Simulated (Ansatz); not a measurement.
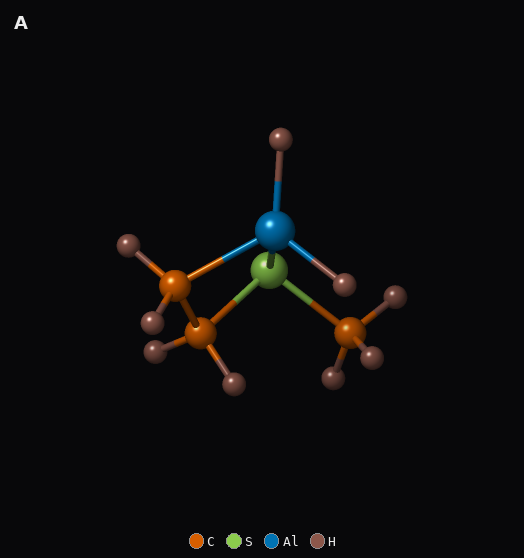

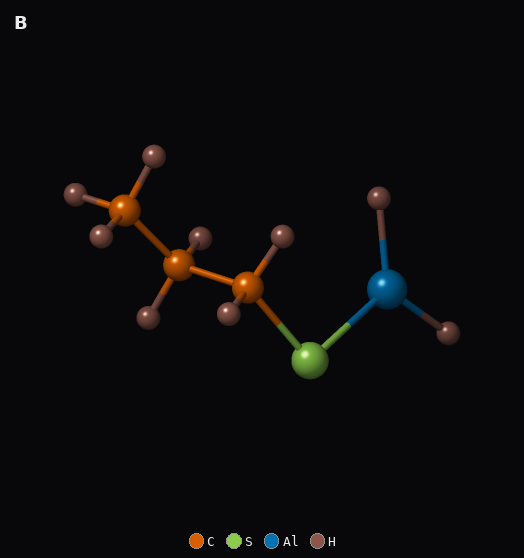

2 stationary structures of one formula. Geometries: PBE-D4/def2-SVP. Electronic energies: PBE-D4/def2-SVP (Ansatz 0.2.0), without zero-point energy. No frequency run is at hand to confirm each as a minimum. Each is one conformer, not always the lowest.

### Rank them by energy, lowest first.

B is lowest; A lies 20.7 kcal/mol above it.
